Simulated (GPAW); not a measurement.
## Run report: Si$_{2}$H$_{5}$O, calculation of the molecule and its ions (part 2 of 2)

The same run, continued: Si$_{2}$H$_{5}$O, multiplicity 2, SMILES O[SiH2][SiH2]; PBE/sz(dzp), UKS, scalar-relativistic datasets (GPAW 26.7.0). The geometry comes from this level: UFF from SMILES.

Geometry of the input (Å):
```
O  -1.4068  0.9898  -0.3359
Si -0.6883  -0.4423  0.2792
Si 1.4878  -0.4627  -0.2259
H  -0.9846  1.7226  0.1793
H  -0.8535  -0.4883  1.7398
H  -1.3398  -1.6142  -0.3242
H  1.6486  -0.4174  -1.6867
H  2.1366  0.7124  0.3743
```

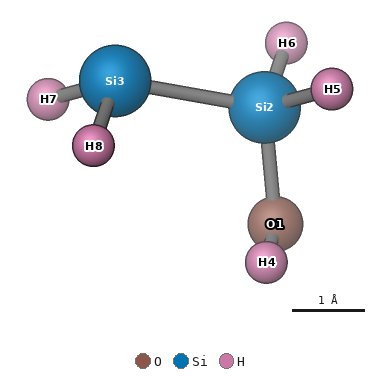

Figure 1. The structure as given in the input (ball-and-stick view, seen at a tilt; atoms are numbered from 1 in the order of the input).

Output, continued:
```
Energy contributions:
  Kinetic:          16.299617
  Coulomb:         -17.545783
  Zero:              0.349076
  External:          0.000000
  Xc:              -23.722641
  Entropy:           0.000000
  Spinorbit:         0.000000
  ----------------------------
  Free energy:     -24.619731
  Extrapolated:    -24.619731

dipole moment: (0.063413, 0.155881, 0.208706)  # |e|*Ang

Total magnetic moment: (0.000000, 0.000000, 1.000000)

Local magnetic moments
|        x |        y |         z |
|----------|----------|-----------|
| 0.000000 | 0.000000 |  0.073515 |  # O    0
| 0.000000 | 0.000000 |  0.000686 |  # Si   1
| 0.000000 | 0.000000 |  0.290461 |  # Si   2
| 0.000000 | 0.000000 | -0.000758 |  # H    3
| 0.000000 | 0.000000 | -0.000600 |  # H    4
| 0.000000 | 0.000000 | -0.000616 |  # H    5
| 0.000000 | 0.000000 | -0.002538 |  # H    6
| 0.000000 | 0.000000 | -0.003111 |  # H    7

Fermi levels: -3.010, -5.931
Eigenvalues  # (at kpt = [0.000, 0.000, 0.000])
| band index |      eig [eV] | occ [0-1] |      eig [eV] | occ [0-1] |
|------------|---------------|-----------|---------------|-----------|
|          0 |       -26.552 |     1.000 |       -26.393 |     1.000 |
|        ... |               |           |               |           |
|          2 |       -14.609 |     1.000 |       -14.331 |     1.000 |
|          3 |       -12.722 |     1.000 |       -12.653 |     1.000 |
|          4 |       -11.013 |     1.000 |       -10.962 |     1.000 |
|          5 |       -10.251 |     1.000 |       -10.078 |     1.000 |
|          6 |       -10.149 |     1.000 |       -10.026 |     1.000 |
|          7 |        -8.834 |     1.000 |        -8.667 |     1.000 |
|          8 |        -7.871 |     1.000 |        -7.593 |     1.000 |
|          9 |        -6.625 |     1.000 |        -5.236 |     0.000 |
|         10 |        -0.785 |     0.000 |        -0.628 |     0.000 |
|         11 |        -0.388 |     0.000 |        -0.048 |     0.000 |
|         12 |         0.041 |     0.000 |         0.212 |     0.000 |
|         13 |         1.342 |     0.000 |         1.497 |     0.000 |
|         14 |         1.796 |     0.000 |         1.968 |     0.000 |
|         15 |         3.321 |     0.000 |         3.405 |     0.000 |

Gap: 4.451 eV
Transition (v -> c):
  (s=1, k=0, n=9, [0.00, 0.00, 0.00]) -> (s=0, k=0, n=10, [0.00, 0.00, 0.00])
No difference between direct/indirect transitions
vacuum-level: 0.000  # V
neutral       -24.61973 eV
  __  _  _
 | _ |_)|_||  |
 |__||  | ||/\| - 26.7.0

units:  Angstrom and eV
cores:  1
OpenMP: False

Versions:
  Python: 3.12.14
  ASE:    3.29.0
  Numpy:  2.5.5
  Scipy:  1.18.1
  Libxc:  7.0.0

        _gpaw.cpython-312-aarch64-linux-gnu.so

Input parameters:
  mode=LCAO(),
  basis={'default': 'sz(dzp)'},
  charge=1,
  h=0.2,
  maxiter=100,
  occupations=Occupations(name='fermi-dirac', width=0.0, fixmagmom=False),
  symmetry=Symmetry(point_group=False, time_reversal=False),
  xc=XC(name='PBE')

timing:  # [seconds]
  Total: 14.526  # ━━━━━━━━━━━━━━━━━━━━━━━━━━━━━━━━━━━━━━━━━━━━━━━━━━━━━━━━━━
  Init:   4.578  # ━━━━━━━━━━━━━━━━━━╸
  SCF:    9.922  # ━━━━━━━━━━━━━━━━━━━━━━━━━━━━━━━━━━━━━━━╸

Max RSS: 978.387  # MiB
         .------------------------------.
        /|                              |
       / |                              |
      /  |                              |
     /   |                              |
    /    |                              |
   /     |                              |
  /      |                              |
 *       |                              |
 |       |                              |
 |       |       H                      |
 |       |        H      H              |
 |       |       OSi                    |
 |       |     H       Si               |
 |       |             H                |
 |       |                              |
 |       .------------------------------.
 |      /                              /
 |     /                              /
 |    /                              /
 |   /                              /
 |  /                              /
 | /                              /
 |/                              /
 *------------------------------*

Atoms  # Å, Bohr magnetons
|   | symbol |        x |        y |        z |    initial magnetic moments |
|---|--------|----------|----------|----------|-----------------------------|
| 0 |      O | 4.628290 | 7.335591 | 6.037528 | ( 0.0000,  0.0000,  0.0000) |
| 1 |     Si | 5.346821 | 5.903541 | 6.652621 | ( 0.0000,  0.0000,  0.0000) |
| 2 |     Si | 7.522907 | 5.883109 | 6.147568 | ( 0.0000,  0.0000,  0.0000) |
| 3 |      H | 5.050539 | 8.068433 | 6.552676 | ( 0.0000,  0.0000,  0.0000) |
| 4 |      H | 5.181677 | 5.857528 | 8.113274 | ( 0.0000,  0.0000,  0.0000) |
| 5 |      H | 4.695381 | 4.731567 | 6.049246 | ( 0.0000,  0.0000,  0.0000) |
| 6 |      H | 7.683758 | 5.928435 | 4.686726 | ( 0.0000,  0.0000,  0.0000) |
| 7 |      H | 8.171710 | 7.058199 | 6.747754 | ( 0.0000,  0.0000,  0.0000) |

Unit cell  # Å
| periodic |         x |         y |         z |   lengths |    angles |
|----------|-----------|-----------|-----------|-----------|-----------|
|       no | 12.800000 |  0.000000 |  0.000000 | 12.800000 | 90.000000 |
|       no |  0.000000 | 12.800000 |  0.000000 | 12.800000 | 90.000000 |
|       no |  0.000000 |  0.000000 | 12.800000 | 12.800000 | 90.000000 |

Number of symmetries: 1
Symmetry operations  # r_c * U_cc + t_c -> r_c
|   | kind |            matrix            |
|---|------|------------------------------|
| 0 |  E   |  1, 0, 0,  0, 1, 0,  0, 0, 1 |

BZ-sampling:
  Number of BZ points: 1
  Number of IBZ points: 1

  Monkhorst-Pack size: [1, 1, 1]
  Monkhorst-Pack shift: [0, 0, 0]

K-points  # in reciprocal-cell coordinates
|   |                                coordinates |     weight |
|---|--------------------------------------------|------------|
| 0 | (  0.00000000,   0.00000000,   0.00000000) | 1.00000000 |

basis functions: 17
Spin-components: 1 (collinear spins)
Bands:           15
Projectors:      30
Spin-degeneracy: 2
Datatype:        <class 'float'>

  Storage: CPU
  Wave functions: 2_040 bytes (2_040 per core)

Parallelization:
  kpt:    1
  domain: 1
  band:   1

Density:
  Valence electrons: 19.0
  Components: 1
  Grid points: [64 64 64]
  Charge: 1.0  # |e|

Potential:
  Grid points: [64 64 64]

species:
  O:
    name:    Oxygen
    Z:       8.0
    valence: 6
    core:    2
    charge:  0.0  # [|e|]
    file:    O.PBE.gz
    compensation charges:
      type: gauss
      rc: 0.21  # [Å]
      lmax: 2
    cutoffs:
      filter: 1.17  # [Å]
      core: 0.83  # [Å]
    projectors
    | kind |    occ | energy [eV] | rcut [Å] |
    |------|--------|-------------|----------|
    |   2s |  2.000 |     -23.961 |    0.688 |
    |   2p |  4.000 |      -9.029 |    0.598 |
    |    s |        |       3.251 |    0.688 |
    |    p |        |      18.182 |    0.598 |
    |    d |        |       0.000 |    0.619 |

    LCAO basis set for O:
      Name: sz(dzp)
      File: O.dzp.basis.gz
      Number of radial functions: 2
      Number of spherical harmonics: 4
        l=0, rc=4.3438 Bohr: 2s-sz confined orbital
        l=1, rc=5.3906 Bohr: 2p-sz confined orbital
      Number of RI-basis functions 0

  Si:
    name:    Silicon
    Z:       14.0
    valence: 4
    core:    10
    charge:  0.0  # [|e|]
    file:    Si.PBE.gz
    compensation charges:
      type: gauss
      rc: 0.33  # [Å]
      lmax: 2
    cutoffs:
      filter: 1.86  # [Å]
      core: 2.06  # [Å]
    projectors
    | kind |    occ | energy [eV] | rcut [Å] |
    |------|--------|-------------|----------|
    |   3s |  2.000 |     -10.812 |    1.058 |
    |   3p |  2.000 |      -4.081 |    1.058 |
    |    s |        |      16.399 |    1.058 |
    |    p |        |      23.130 |    1.058 |
    |    d |        |       0.000 |    1.058 |

    LCAO basis set for Si:
      Name: sz(dzp)
      File: Si.dzp.basis.gz
      Number of radial functions: 2
      Number of spherical harmonics: 4
        l=0, rc=6.8594 Bohr: 3s-sz confined orbital
        l=1, rc=9.0625 Bohr: 3p-sz confined orbital
      Number of RI-basis functions 0

  H:
    name:    Hydrogen
    Z:       1.0
    valence: 1
    core:    0
    charge:  0.0  # [|e|]
    file:    H.PBE.gz
    compensation charges:
      type: gauss
      rc: 0.15  # [Å]
      lmax: 2
    cutoffs:
      filter: 0.85  # [Å]
      core: 0.53  # [Å]
    projectors
    | kind |    occ | energy [eV] | rcut [Å] |
    |------|--------|-------------|----------|
    |   1s |  1.000 |      -6.494 |    0.476 |
    |    s |        |      20.717 |    0.476 |
    |    p |        |       0.000 |    0.476 |

    LCAO basis set for H:
      Name: sz(dzp)
      File: H.dzp.basis.gz
      Number of radial functions: 1
      Number of spherical harmonics: 1
        l=0, rc=6.4219 Bohr: 1s-sz confined orbital
      Number of RI-basis functions 0

Reference energy: -17875.991613  # eV

eigensolver:
  <gpaw.new.lcao.eigensolver.LCAOEigensolver object at 0xe2f01006a870>
density mixing:
  MSR1-Mixer
  Pratt-step length: 0.05
  Maximum mixing coefficient: 0.75
  Old densities: 10
  SVD Regularization: 0.005
  Good broyden scale: 1.0
  Trust region scale: 1.0
  Backstep threshold: 4.0
  History deletion threshold: 6.0
  Fourier metric: weight=20.0, sigma=0.015

occupation numbers:
  # Zero width

FastPoissonSolver using
    Stencil: 6*3+1=19 point O(h^6) finite-difference Laplacian
    FFT axes: []
    FST axes: [np.int64(0), np.int64(1), np.int64(2)]

xc functional:
  name: PBE with 2 nearest neighbor stencil
interpolation: tri-quintic # 5. degree polynomial

         .------------------------------.
        /|                              |
       / |                              |
      /  |                              |
     /   |                              |
    /    |                              |
   /     |                              |
  /      |                              |
 *       |                              |
 |       |                              |
 |       |       H                      |
 |       |        H      H              |
 |       |       OSi                    |
 |       |     H       Si               |
 |       |             H                |
 |       |                              |
 |       .------------------------------.
 |      /                              /
 |     /                              /
 |    /                              /
 |   /                              /
 |  /                              /
 | /                              /
 |/                              /
 *------------------------------*

Atoms  # Å, Bohr magnetons
|   | symbol |        x |        y |        z |    initial magnetic moments |
|---|--------|----------|----------|----------|-----------------------------|
| 0 |      O | 4.628290 | 7.335591 | 6.037528 | ( 0.0000,  0.0000,  0.0000) |
| 1 |     Si | 5.346821 | 5.903541 | 6.652621 | ( 0.0000,  0.0000,  0.0000) |
| 2 |     Si | 7.522907 | 5.883109 | 6.147568 | ( 0.0000,  0.0000,  0.0000) |
| 3 |      H | 5.050539 | 8.068433 | 6.552676 | ( 0.0000,  0.0000,  0.0000) |
| 4 |      H | 5.181677 | 5.857528 | 8.113274 | ( 0.0000,  0.0000,  0.0000) |
| 5 |      H | 4.695381 | 4.731567 | 6.049246 | ( 0.0000,  0.0000,  0.0000) |
| 6 |      H | 7.683758 | 5.928435 | 4.686726 | ( 0.0000,  0.0000,  0.0000) |
| 7 |      H | 8.171710 | 7.058199 | 6.747754 | ( 0.0000,  0.0000,  0.0000) |

Unit cell  # Å
| periodic |         x |         y |         z |   lengths |    angles |
|----------|-----------|-----------|-----------|-----------|-----------|
|       no | 12.800000 |  0.000000 |  0.000000 | 12.800000 | 90.000000 |
|       no |  0.000000 | 12.800000 |  0.000000 | 12.800000 | 90.000000 |
|       no |  0.000000 |  0.000000 | 12.800000 | 12.800000 | 90.000000 |

Number of symmetries: 1
Symmetry operations  # r_c * U_cc + t_c -> r_c
|   | kind |            matrix            |
|---|------|------------------------------|
| 0 |  E   |  1, 0, 0,  0, 1, 0,  0, 0, 1 |

BZ-sampling:
  Number of BZ points: 1
  Number of IBZ points: 1

  Monkhorst-Pack size: [1, 1, 1]
  Monkhorst-Pack shift: [0, 0, 0]

K-points  # in reciprocal-cell coordinates
|   |                                coordinates |     weight |
|---|--------------------------------------------|------------|
| 0 | (  0.00000000,   0.00000000,   0.00000000) | 1.00000000 |

basis functions: 17
Spin-components: 1 (collinear spins)
Bands:           15
Projectors:      30
Spin-degeneracy: 2
Datatype:        <class 'float'>

  Storage: CPU
  Wave functions: 2_040 bytes (2_040 per core)

Parallelization:
  kpt:    1
  domain: 1
  band:   1

Density:
  Valence electrons: 19.0
  Components: 1
  Grid points: [64 64 64]
  Charge: 1.0  # |e|

Potential:
  Grid points: [64 64 64]

species:
  O:
    name:    Oxygen
    Z:       8.0
    valence: 6
    core:    2
    charge:  0.0  # [|e|]
    file:    O.PBE.gz
    compensation charges:
      type: gauss
      rc: 0.21  # [Å]
      lmax: 2
    cutoffs:
      filter: 1.17  # [Å]
      core: 0.83  # [Å]
    projectors
    | kind |    occ | energy [eV] | rcut [Å] |
    |------|--------|-------------|----------|
    |   2s |  2.000 |     -23.961 |    0.688 |
    |   2p |  4.000 |      -9.029 |    0.598 |
    |    s |        |       3.251 |    0.688 |
    |    p |        |      18.182 |    0.598 |
    |    d |        |       0.000 |    0.619 |

    LCAO basis set for O:
      Name: sz(dzp)
      File: O.dzp.basis.gz
      Number of radial functions: 2
      Number of spherical harmonics: 4
        l=0, rc=4.3438 Bohr: 2s-sz confined orbital
        l=1, rc=5.3906 Bohr: 2p-sz confined orbital
      Number of RI-basis functions 0

  Si:
    name:    Silicon
    Z:       14.0
    valence: 4
    core:    10
    charge:  0.0  # [|e|]
    file:    Si.PBE.gz
    compensation charges:
      type: gauss
      rc: 0.33  # [Å]
      lmax: 2
    cutoffs:
      filter: 1.86  # [Å]
      core: 2.06  # [Å]
    projectors
    | kind |    occ | energy [eV] | rcut [Å] |
    |------|--------|-------------|----------|
    |   3s |  2.000 |     -10.812 |    1.058 |
    |   3p |  2.000 |      -4.081 |    1.058 |
    |    s |        |      16.399 |    1.058 |
    |    p |        |      23.130 |    1.058 |
    |    d |        |       0.000 |    1.058 |

    LCAO basis set for Si:
      Name: sz(dzp)
      File: Si.dzp.basis.gz
      Number of radial functions: 2
      Number of spherical harmonics: 4
        l=0, rc=6.8594 Bohr: 3s-sz confined orbital
        l=1, rc=9.0625 Bohr: 3p-sz confined orbital
      Number of RI-basis functions 0

  H:
    name:    Hydrogen
    Z:       1.0
    valence: 1
    core:    0
    charge:  0.0  # [|e|]
    file:    H.PBE.gz
    compensation charges:
      type: gauss
      rc: 0.15  # [Å]
      lmax: 2
    cutoffs:
      filter: 0.85  # [Å]
      core: 0.53  # [Å]
    projectors
    | kind |    occ | energy [eV] | rcut [Å] |
    |------|--------|-------------|----------|
    |   1s |  1.000 |      -6.494 |    0.476 |
    |    s |        |      20.717 |    0.476 |
    |    p |        |       0.000 |    0.476 |

    LCAO basis set for H:
      Name: sz(dzp)
      File: H.dzp.basis.gz
      Number of radial functions: 1
      Number of spherical harmonics: 1
        l=0, rc=6.4219 Bohr: 1s-sz confined orbital
      Number of RI-basis functions 0

Reference energy: -17875.991613  # eV

eigensolver:
  <gpaw.new.lcao.eigensolver.LCAOEigensolver object at 0xe2f00bf1da90>
density mixing:
  MSR1-Mixer
  Pratt-step length: 0.05
  Maximum mixing coefficient: 0.75
  Old densities: 10
  SVD Regularization: 0.005
  Good broyden scale: 1.0
  Trust region scale: 1.0
  Backstep threshold: 4.0
  History deletion threshold: 6.0
  Fourier metric: weight=20.0, sigma=0.015

occupation numbers:
  # Zero width

FastPoissonSolver using
    Stencil: 6*3+1=19 point O(h^6) finite-difference Laplacian
    FFT axes: []
    FST axes: [np.int64(0), np.int64(1), np.int64(2)]

xc functional:
  name: PBE with 2 nearest neighbor stencil
interpolation: tri-quintic # 5. degree polynomial

Initialization done in: 4.603 s

convergence criteria:
- Maximum [total energy] change in last 3 cyles: 0.0005 eV / valence electron
- Maximum integral of absolute [dens]ity change: 0.0001 electrons / valence electron
- Maximum integral of absolute [eigenst]ate change: 4e-08 eV^2 / valence electron
maximum number of iterations: 100

SCF iterations
|iter     |     time |      energy | eigst |  dens |
|---------|----------|-------------|-------|-------|
|iter:   1| 00:00:19 |  -19.374353 |      c|       |
|iter:   2| 00:00:20 |  -18.318204 |      c| -0.66 |
|iter:   3| 00:00:20 |  -16.533948 |      c| -0.70 |
|iter:   4| 00:00:21 |  -15.594358 |      c| -0.80 |
|iter:   5| 00:00:22 |  -14.901163 |      c| -1.14 |
|iter:   6| 00:00:22 |  -14.685711 |      c| -1.39 |
|iter:   7| 00:00:23 |  -14.670784 |      c| -1.78 |
|iter:   8| 00:00:23 |  -14.668536 |      c| -2.32 |
|iter:   9| 00:00:24 |  -14.668504c|      c| -3.04 |
|iter:  10| 00:00:25 |  -14.668502c|      c| -3.67 |
|iter:  11| 00:00:25 |  -14.668501c|      c| -3.96 |
|iter:  12| 00:00:26 |  -14.668501c|      c| -4.65c|

Converged in 12 steps
SCF loop duration: 6.473 s (0.539 s/step)
Energy contributions relative to reference atoms: (reference = -17875.991613)

Energy contributions:
  Kinetic:          -8.876862
  Coulomb:           6.494062
  Zero:              0.339263
  External:          0.000000
  Xc:              -12.624964
  Entropy:           0.000000
  Spinorbit:         0.000000
  ----------------------------
  Free energy:     -14.668501
  Extrapolated:    -14.668501

dipole moment: (6.802935, 6.207124, 6.521159)  # |e|*Ang

Fermi level: -13.712
Eigenvalues  # (at kpt = [0.000, 0.000, 0.000])
| band index |      eig [eV] | occ [0-2] |
|------------|---------------|-----------|
|          0 |       -33.172 |     2.000 |
|          1 |       -23.318 |     2.000 |
|          2 |       -20.966 |     2.000 |
|          3 |       -18.815 |     2.000 |
|          4 |       -17.084 |     2.000 |
|          5 |       -16.480 |     2.000 |
|          6 |       -16.275 |     2.000 |
|          7 |       -15.077 |     2.000 |
|          8 |       -14.302 |     2.000 |
|          9 |       -13.123 |     0.000 |
|         10 |        -6.901 |     0.000 |
|         11 |        -6.752 |     0.000 |
|         12 |        -6.190 |     0.000 |
|         13 |        -4.905 |     0.000 |
|         14 |        -3.826 |     0.000 |

Gap: 1.178 eV
Transition (v -> c):
  (s=0, k=0, n=8, [0.00, 0.00, 0.00]) -> (s=0, k=0, n=9, [0.00, 0.00, 0.00])
No difference between direct/indirect transitions
vacuum-level: 0.000  # V
oxidised      -14.66850 eV
Vertical IP: 9.951 eV
```

Summary:

```tsv
quantity	value
outcome	converged
ionisation energy	9.95 eV
wall time	26 s
peak memory	0.95 GiB
```
